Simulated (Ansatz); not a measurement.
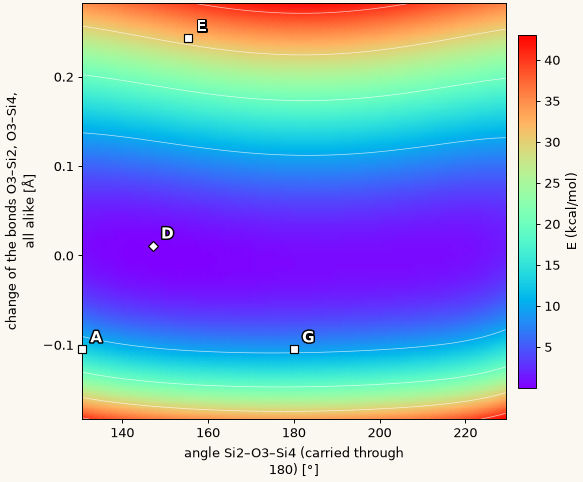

H5O2Si2, SMILES O[SiH]O[SiH3], spin multiplicity 2. The first coordinate is: angle Si2–O3–Si4 (carried through 180); the second: change of the bonds O3–Si2, O3–Si4, all alike. Nothing is relaxed (all other coordinates rigid). The scan uses a 13 × 13 grid. Points are written as (first, second). Energies are in kcal/mol, from the relaxed molecule at the same level. These are results of UKS PBE0-D4/def2-SVP in Ansatz, not measurements.

In the figure: a smooth colour map with a few white contour lines, lettered points. Between grid points the surface is interpolated.

Is A the lowest point of the computed grid?

Answer. No. A lies 13.0 kcal/mol above the lowest grid point, which is at (147.1°, 0.011 Å).

Rank the lettered points by energy, lowest first.

Answer. D (0.08 kcal/mol), G (9.2 kcal/mol), A (13.1 kcal/mol), E (31.5 kcal/mol).

What kind of point is each of D, E, G: minimum, saddle, maximum or slope?

Answer. D: minimum; E: on a slope; G: on a slope. (In these two coordinates alone; a stationary point may lie a little off the grid point.)
